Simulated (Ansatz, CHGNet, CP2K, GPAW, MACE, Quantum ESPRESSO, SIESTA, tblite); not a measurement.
## SIESTA runs on (9,9) carbon nanotube bundle (108 atoms)

Wanted: SIESTA inputs and outputs for (9,9) carbon nanotube bundle (108 atoms), checked against a plane-wave reference.

Main program and level: SIESTA 5.4.2; the method is named at each step.

## (1) The structure

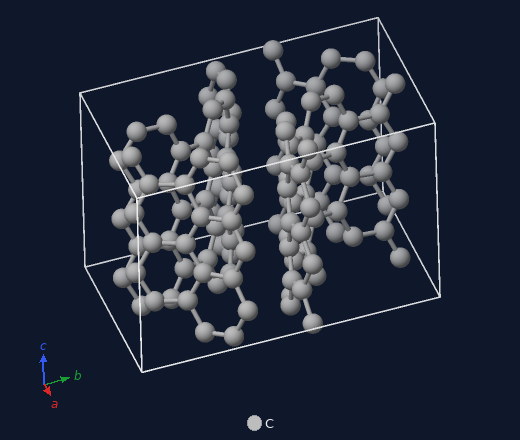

The cell as given, from the side, with the c axis up (carbon light grey). Some periodic images of atoms are drawn too.

The cell holds 108 atoms: 108 C. Cell: a = 15.506 Å, b = 15.506 Å, c = 7.380 Å, α = 90.0°, β = 90.0°, γ = 120.0°. It derives from C (graphene). Graphene sheet (a = 2.46 Å) rolled into a (9,9) tube of diameter 12.21 Å, 3 periods, hexagonal bundle with 3.3 Å between walls; not relaxed, displaced by a Gaussian of 0.02 Å. Then every atom was moved at random, 0.02 Å r.m.s. a Cartesian component. The structure's axis is c.

The yardstick, on the same geometry:

```
method                 : Kohn-Sham DFT, PBE, SSSP efficiency 1.3.0 pseudopotentials, plane waves (Quantum ESPRESSO 7.5); sssp-pbe-1.3.0-efficiency, cutoffs 45/360 Ry, Γ point
r.m.s. force component : 1.652 eV/Å
longest force          : 9.299 eV/Å
pressure               : 3.581 GPa
time                   : 3 min on 4 MPI ranks of Arm Neoverse V1, shared host
CPU time               : 12 min
```

## (2) PBE, DZP, shift 0.01 Ry, mesh 300 Ry

Method: Kohn-Sham DFT, PBE, PseudoDojo 0.4.1 norm-conserving pseudopotentials (converted to PSML), numerical atomic orbitals (DZP), diagonalisation.

The .psml files are PseudoDojo norm-conserving potentials that we converted to this format, checked against plane waves on the same files for H, C, O, Si, Ge and Ca alone.

Contents of input.fdf:

```
SystemLabel cell
NumberOfAtoms 108
NumberOfSpecies 1
%block ChemicalSpeciesLabel
  1 6 C
%endblock ChemicalSpeciesLabel
LatticeConstant 1.0 Ang
%block LatticeVectors
  15.50642 0.00000 0.00000
  -7.75321 13.42896 0.00000
  0.00000 0.00000 7.38000
%endblock LatticeVectors
PAO.BasisSize DZP
PAO.EnergyShift 0.01 Ry
XC.Functional GGA
XC.Authors PBE
MeshCutoff 300 Ry
%block kgrid_Monkhorst_Pack
  1 0 0 0.0
  0 1 0 0.0
  0 0 1 0.0
%endblock kgrid_Monkhorst_Pack
SolutionMethod diagon
OccupationFunction FD
ElectronicTemperature 580 K
SCF.Mixer.Method Pulay
SCF.Mixer.Weight 0.05
SCF.Mixer.History 8
SCF.Mix Hamiltonian
MaxSCFIterations 300
SCF.DM.Tolerance 1e-04
SCF.H.Tolerance 1.0e-3 eV
WriteForces T
Write.HirshfeldPop T
Write.VoronoiPop T
Write.DM F
Write.H F
XML.Write F
AtomicCoordinatesFormat Fractional
%block AtomicCoordinatesAndAtomicSpecies
  0.41574 0.05107 0.16759 1
  0.43680 0.10703 0.99484 1
  0.45201 0.20444 0.00281 1
  0.45584 0.25008 0.16010 1
  0.43614 0.33101 0.16513 1
  0.41906 0.36536 0.99940 1
  0.36129 0.41420 0.33712 1
  0.32886 0.43065 0.16607 1
  0.25133 0.45613 0.16457 1
  0.20187 0.45339 0.00110 1
  0.10750 0.43601 0.00104 1
  0.05263 0.41795 0.16831 1
  0.95006 0.36794 0.16416 1
  0.89541 0.33080 0.33396 1
  0.79386 0.25165 0.33793 1
  0.75012 0.20466 0.17335 1
  0.67134 0.10802 0.16320 1
  0.63172 0.05251 0.99279 1
  0.58117 0.94632 0.99600 1
  0.56502 0.89836 0.16185 1
  0.54697 0.79750 0.16035 1
  0.54478 0.74903 0.99409 1
  0.56302 0.66782 0.00214 1
  0.58245 0.63446 0.16720 1
  0.63722 0.58299 0.17101 1
  0.66806 0.56435 0.99485 1
  0.74886 0.54657 0.99694 1
  0.79531 0.54612 0.16805 1
  0.89174 0.56049 0.16638 1
  0.94865 0.58308 0.99702 1
  0.05251 0.63789 0.00015 1
  0.10555 0.66806 0.16235 1
  0.20409 0.75078 0.17262 1
  0.24675 0.79397 0.33594 1
  0.33209 0.89546 0.33723 1
  0.36463 0.94857 0.16369 1
  0.41428 0.05236 0.50465 1
  0.43611 0.10198 0.33920 1
  0.45320 0.20271 0.33804 1
  0.45391 0.24696 0.49618 1
  0.43389 0.32956 0.50416 1
  0.41775 0.36541 0.32798 1
  0.36394 0.41736 0.66714 1
  0.33136 0.43788 0.49811 1
  0.24705 0.45449 0.49685 1
  0.20254 0.45257 0.33485 1
  0.10612 0.43618 0.33329 1
  0.05231 0.41983 0.49594 1
  0.94448 0.36609 0.50310 1
  0.89705 0.33215 0.66467 1
  0.79705 0.24928 0.66261 1
  0.74918 0.20336 0.49786 1
  0.67234 0.10691 0.50082 1
  0.63676 0.05398 0.32892 1
  0.58360 0.94728 0.33338 1
  0.56492 0.89724 0.50028 1
[... 48 atom lines left out ...]
  0.20389 0.74976 0.83446 1
  0.24691 0.79540 0.00283 1
  0.32837 0.89414 0.99418 1
  0.35916 0.94481 0.83409 1
%endblock AtomicCoordinatesAndAtomicSpecies
```

Run with:

```console
$ OMP_NUM_THREADS=1 mpirun -np 2 siesta < input.fdf > output.txt
```

The log of the run:

```text
Version         : 5.4.2
reinit: System Name:
reinit: System Label: cell
initatom: Reading input for the pseudopotentials and atomic orbitals ----------
Species number:   1 Atomic number:    6 Label: C
Ground state valence configuration (from tables):   2s02  2p02  3d00  4f00
---- Processing specs for species: C
GGA--PBE XC_GGA_X_PBE--XC_GGA_C_PBE pb
C pseudopotential only contains V_ls up to l=1 -- lmxkb reset.
Using PAO.SplitTailNorm
%block ChemicalSpeciesLabel
    1    6 C                       # Species index, atomic number, species label
%endblock ChemicalSpeciesLabel
%block PAO.Basis                 # Define Basis set
C                     2                    # Species label, number of l-shells
 n=2   0   2                         # n, l, Nzeta
   4.484      3.048
   1.000      1.000
 n=2   1   2 P   1                   # n, l, Nzeta, Polarization, NzetaPol
   5.436      3.692
   1.000      1.000
%endblock PAO.Basis
coor:   Atomic-coordinates input format  =     Fractional
siesta: System type = bulk
initatomlists: Number of atoms, orbitals, and projectors:    108  1404   864
siesta: ******************** Simulation parameters ****************************
Total number of electrons:   432.000000
Total ionic charge:   432.000000
 Kpoints in:            1 . Kpoints trimmed:            1
siesta: k-grid: Number of k-points = 1
siesta: k-points from Monkhorst-Pack grid
siesta: k-cutoff (effective) =     3.690 Ang
siesta: k-point supercell and displacements
siesta: k-grid:     1     0     0      0.000
siesta: k-grid:     0     1     0      0.000
siesta: k-grid:     0     0     1      0.000
                     ====================================
                        Single-point calculation
                     ====================================
outcell: Unit cell vectors (Ang):
       15.506420    0.000000    0.000000
       -7.753210   13.428960    0.000000
        0.000000    0.000000    7.380000
outcell: Cell vector modules (Ang)   :   15.506420   15.506426    7.380000
outcell: Cell angles (23,13,12) (deg):     90.0000     90.0000    120.0000
outcell: Cell volume (Ang**3)        :   1536.7750
Gamma-point calculation with multiply-connected orbital pairs
Gamma-point calculation with multiply-connected orbital pairs
Folding of H and S implicitly performed
Folding of H and S implicitly performed
new_DM -- step:     1
Initializing Density Matrix...
Attempting to read DM from file... Failed...
DM filled with atomic data:
InitMesh: MESH = 144 x 144 x 80 = 1658880
InitMesh: Mesh cutoff (required, used) =   300.000   317.791 Ry
stepf: Fermi-Dirac step function
        iscf     Eharris(eV)        E_KS(eV)     FreeEng(eV)     dDmax    Ef(eV) dHmax(eV)
   scf:    1   -17544.464258   -17643.358911   -17643.542922  1.889617 -5.665984  3.878511
   scf:    2   -17645.607287   -17644.495291   -17644.679234  0.007484 -5.582381  3.461442
   scf:    3   -17653.755722   -17650.416778   -17650.601640  0.090354 -4.664923  1.388466
   scf:    4   -17651.101126   -17650.805066   -17650.990925  0.013990 -4.520380  0.730841
   scf:    5   -17651.270883   -17651.099911   -17651.286845  0.009769 -4.431140  0.296292
   scf:    6   -17651.142258   -17651.127267   -17651.314133  0.003823 -4.459877  0.111930
   scf:    7   -17651.142699   -17651.136189   -17651.323135  0.001062 -4.454625  0.051515
   scf:    8   -17651.138708   -17651.137951   -17651.324746  0.001038 -4.465432  0.024647
   scf:    9   -17651.140581   -17651.139307   -17651.326080  0.000602 -4.461483  0.020322
   scf:   10   -17651.141103   -17651.140258   -17651.326888  0.000681 -4.470632  0.012514
   scf:   11   -17651.140722   -17651.140497   -17651.327114  0.000290 -4.472213  0.009400
   scf:   12   -17651.140705   -17651.140606   -17651.327232  0.000227 -4.473185  0.005748
   scf:   13   -17651.140657   -17651.140637   -17651.327288  0.000199 -4.474645  0.003303
   scf:   14   -17651.140633   -17651.140635   -17651.327292  0.000028 -4.474870  0.002426
   scf:   15   -17651.140605   -17651.140622   -17651.327300  0.000065 -4.475407  0.000870
SCF Convergence by DM+H criterion
max |DM_out - DM_in|         :     0.0000646938
max |H_out - H_in|      (eV) :     0.0008699287
SCF cycle converged after 15 iterations
Using DM_out to compute the final energy and forces
siesta: E_KS(eV) =           -17651.1406
siesta: E_KS - E_eggbox =    -17651.1406
siesta: Atomic forces (eV/Ang):
     1    0.294212    2.626852   -0.665750
     2    0.352288   -2.093221    3.403347
     3    1.136138   -0.342854   -3.356820
     4   -0.758396    0.735489    4.830920
     5    0.540542   -0.016851   -0.532376
     6   -1.207540    0.808029    0.106652
     7    0.675216    0.447679   -1.855477
     8   -2.332387    1.459967    0.795057
     9   -0.202090   -0.709378    1.552282
    10    3.558633    1.228024    0.685063
    11   -4.898154   -0.828332   -0.721987
    12    1.918026    1.100994   -1.567294
[...]
104    0.783201    0.744859   -3.662747
   105   -0.288972    0.010299    1.461000
   106    0.765005   -0.097828   -0.659281
   107    0.044226   -0.253674    3.020631
   108    0.821144    1.617072   -2.492668
----------------------------------------
   Tot    0.000958    0.002635    0.006289
----------------------------------------
   Max    8.154518
   Res    1.844463    sqrt( Sum f_i^2 / 3N )
----------------------------------------
   Max    8.154518    constrained
Stress tensor Voigt[x,y,z,yz,xz,xy] (kbar):      -81.50      -77.55     -112.83       -4.12        2.76       -4.80
(Free)E + p*V (eV/cell)   -17564.3993
Target enthalpy (eV/cell)   -17651.3273
siesta: Program's energy decomposition (eV):
siesta: Ebs     =     -5867.391015
siesta: Eions   =     30473.465551
siesta: Ena     =      8009.729001
siesta: Ekin    =     12179.764976
siesta: Enl     =      -630.867224
siesta: DEna    =      -454.263036
siesta: DUscf   =        32.376667
siesta: Ex      =     -5763.088722
siesta: Ec      =      -551.326733
siesta: Exc     =     -6314.415456
siesta: Eharris =    -17651.140605
siesta: Etot    =    -17651.140622
siesta: FreeEng =    -17651.327300
siesta: Final energy (eV):
siesta:  Band Struct. =   -5867.391015
siesta:       Kinetic =   12179.764976
siesta:       Hartree =   23353.888683
siesta:         Exch. =   -5763.088722
siesta:         Corr. =    -551.326733
siesta:   Exch.-corr. =   -6314.415456
siesta:  Ion-electron =  -57842.330675
siesta:       Ion-ion =   10971.951850
siesta:         Total =  -17651.140622
siesta:         Fermi =      -4.475407
siesta: Stress tensor (static) (eV/Ang**3):
siesta:    -0.050870   -0.002996    0.001724
siesta:    -0.002996   -0.048402   -0.002569
siesta:     0.001724   -0.002569   -0.070424
siesta: Cell volume =       1536.774993 Ang**3
siesta: Pressure (static):
siesta:                Solid            Molecule  Units
siesta:           0.00061607          0.00065084  Ry/Bohr**3
siesta:           0.05656522          0.05975752  eV/Ang**3
siesta:          90.62747058         95.74210026  kBar
    Orbital volume contribution        =          41.007846 eV
    (Free)E + p_basis*V_orbitals       =      -17610.319454 eV
    (Free)Eharris+ p_basis*V_orbitals  =      -17610.319438 eV
Hirshfeld Atomic Populations:
Atom #   charge [q] valence [e]  Species
     1    -0.001640    4.001640  C
     2    -0.003598    4.003598  C
     3    -0.001194    4.001194  C
     4     0.003853    3.996147  C
     5    -0.002475    4.002475  C
     6    -0.002300    4.002300  C
     7    -0.001135    4.001135  C
     8    -0.000091    4.000091  C
     9     0.004492    3.995508  C
    10    -0.005562    4.005562  C
    11     0.001184    3.998816  C
    12     0.000369    3.999631  C
[...]
--------------------
 Total    -0.000032
Voronoi Atomic Populations:
Atom #   charge [q] valence [e]  Species
[...]
104     0.003605    3.996395  C
   105    -0.001735    4.001735  C
   106     0.001564    3.998436  C
   107    -0.002170    4.002170  C
   108     0.002906    3.997094  C
--------------------
 Total    -0.000032
```

It took 1.9 min on 2 MPI ranks of Arm Neoverse V1, shared host; peak memory 1.2 GiB.

Banners, paths, timers and routine set-up lines are dropped from the logs unmarked, and long logs keep their key lines alone; longer cuts are marked.

Numbers from this run, and their distance from the reference:

```
r.m.s. force component                  : 1.844 eV/Å
r.m.s. difference of force components   : 230.5 meV/Å
longest difference of force vectors     : 1087 meV/Å
force difference over r.m.s. force      : 13.95 %
slope of forces against the reference's : 1.113
correlation of force components         : 0.9973
pressure                                : 9.063 GPa
pressure difference                     : 5.481 GPa
```

This run lies far from the reference in forces at the same functional.

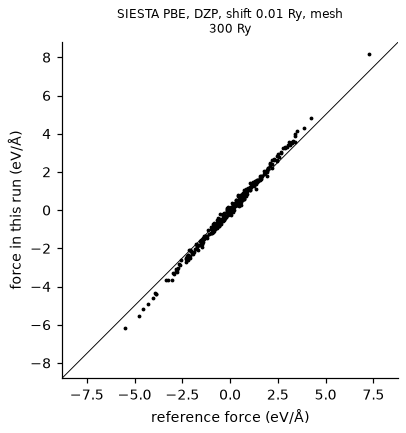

Force components against those of the reference; the line marks equality.

A closer look about C100, picked at random: 10 atoms, nearest first, numbered in the order of the input, with positions taken from that point.

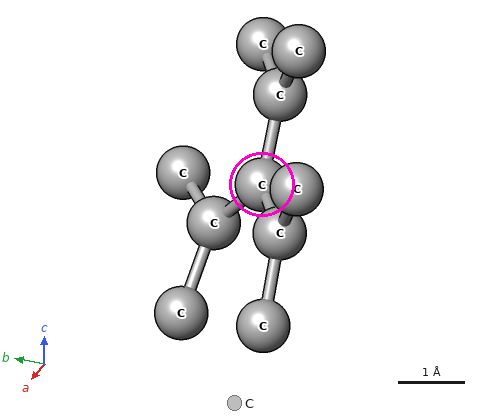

The atoms of the table, within 2.5 Å (arrows a, b, c point along x, y, z); some may hide others; the central atom is ringed.

```csv
atom,x,y,z,distance (Å),bonds,Hirshfeld charge (e),Fx,Fy,Fz (eV/Å)
C100,0.00,0.00,0.00,0.00,3,0.00,-1.84,-0.50,-0.90
C101,1.37,0.25,-0.01,1.39,3,0.00,2.79,0.33,-1.07
C27,-0.74,-0.01,1.19,1.41,3,0.00,1.59,-0.45,1.51
C99,-0.73,-0.01,-1.23,1.43,3,0.00,0.76,-0.17,-0.88
C30,2.07,0.48,1.19,2.44,3,0.00,-2.62,-1.47,1.36
C26,-2.14,0.23,1.18,2.45,3,0.00,1.38,-0.73,3.99
C28,-0.02,-0.02,2.45,2.45,3,0.00,-1.02,-0.33,-1.84
C64,-0.01,-0.02,-2.48,2.48,3,0.00,-2.22,-0.34,-0.74
C98,-2.13,0.26,-1.25,2.48,3,0.00,1.81,-0.96,-0.04
C102,2.08,0.51,-1.27,2.49,3,0.00,-2.42,-1.19,0.41
```

Forces lie 14 % from the reference's, at 0.32 times its CPU time (on 2 against 4 cores).

## (3) PBE, SZP, shift 0.01 Ry, mesh 300 Ry

Method: Kohn-Sham DFT, PBE, PseudoDojo 0.4.1 norm-conserving pseudopotentials (converted to PSML), numerical atomic orbitals (SZP), diagonalisation.

input.fdf: that of step 2 with these lines changed.

```diff
@@ -12,3 +12,3 @@
 %endblock LatticeVectors
-PAO.BasisSize DZP
+PAO.BasisSize SZP
 PAO.EnergyShift 0.01 Ry
```

The log of the run:

```text
Version         : 5.4.2
reinit: System Name:
reinit: System Label: cell
initatom: Reading input for the pseudopotentials and atomic orbitals ----------
Species number:   1 Atomic number:    6 Label: C
Ground state valence configuration (from tables):   2s02  2p02  3d00  4f00
---- Processing specs for species: C
GGA--PBE XC_GGA_X_PBE--XC_GGA_C_PBE pb
C pseudopotential only contains V_ls up to l=1 -- lmxkb reset.
Using PAO.SplitTailNorm
%block ChemicalSpeciesLabel
    1    6 C                       # Species index, atomic number, species label
[... lines left out ...]
stepf: Fermi-Dirac step function
        iscf     Eharris(eV)        E_KS(eV)     FreeEng(eV)     dDmax    Ef(eV) dHmax(eV)
[... lines left out ...]
SCF Convergence by DM+H criterion
[... lines left out ...]
SCF cycle converged after 15 iterations
[... lines left out ...]
   Max    8.831819
[... lines left out ...]
   Max    8.831819    constrained
Stress tensor Voigt[x,y,z,yz,xz,xy] (kbar):     -135.32     -130.50     -220.91       -6.37        3.22       -5.81
[... lines left out ...]
siesta: FreeEng =    -17547.211269
[... lines left out ...]
siesta:       Kinetic =   11458.667500
siesta:       Hartree =   22531.053256
siesta:         Exch. =   -5617.668398
siesta:         Corr. =    -552.413870
siesta:   Exch.-corr. =   -6170.082269
siesta:  Ion-electron =  -56338.612765
siesta:       Ion-ion =   10971.951850
siesta:         Total =  -17547.022427
siesta:         Fermi =      -5.866526
siesta: Stress tensor (static) (eV/Ang**3):
siesta:    -0.084460   -0.003625    0.002010
siesta:    -0.003625   -0.081453   -0.003979
siesta:     0.002010   -0.003979   -0.137880
siesta: Cell volume =       1536.774993 Ang**3
siesta: Pressure (static):
siesta:                Solid            Molecule  Units
siesta:           0.00110291          0.00122743  Ry/Bohr**3
siesta:           0.10126455          0.11269780  eV/Ang**3
siesta:         162.24368964        180.56177963  kBar
    Orbital volume contribution        =          34.426936 eV
    (Free)E + p_basis*V_orbitals       =      -17512.784333 eV
    (Free)Eharris+ p_basis*V_orbitals  =      -17512.784333 eV
Hirshfeld Atomic Populations:
Atom #   charge [q] valence [e]  Species
     1    -0.001097    4.001097  C
     2    -0.003327    4.003327  C
     3    -0.002376    4.002376  C
[...]
--------------------
 Total    -0.000014
Voronoi Atomic Populations:
Atom #   charge [q] valence [e]  Species
[...]
107    -0.002063    4.002063  C
   108     0.003570    3.996430  C
--------------------
 Total    -0.000014
```

Run time: 88 s. Hardware: 2 MPI ranks; peak memory 1.1 GiB; 2.9 min of CPU time.

Numbers from this run, and their distance from the reference:

```yaml
r_m_s_force_component: 2.018 eV/Å
r_m_s_difference_of_force_components: 453 meV/Å
longest_difference_of_force_vectors: 1955 meV/Å
force_difference_over_r_m_s_force: 27.42 %
slope_of_forces_against_the_reference_s: 1.208
correlation_of_force_components: 0.9893
pressure: 16.22 GPa
pressure_difference: 12.64 GPa
```

This is a coarse setting, run to see what it loses.

Against the first run (14 %), the force difference from the reference is 27 %, at 0.77 times the CPU time, with 972 basis functions against 1404: the smaller basis costs accuracy.

[end of part 1 of 2]

[Also dropped from logs without a mark: logging warnings of Python, and SIESTA's first energy breakdown and zero terms.]

[Logs are printed without paths, hosts, clocks, repeated set-up lines and the standing remarks that a program may print on its own settings, such as how far it seeks lower states.]

[Hosts, paths, dates, database ids (printed as entryN), source tags and the programs' standing remarks are cut or masked in the printed files.]
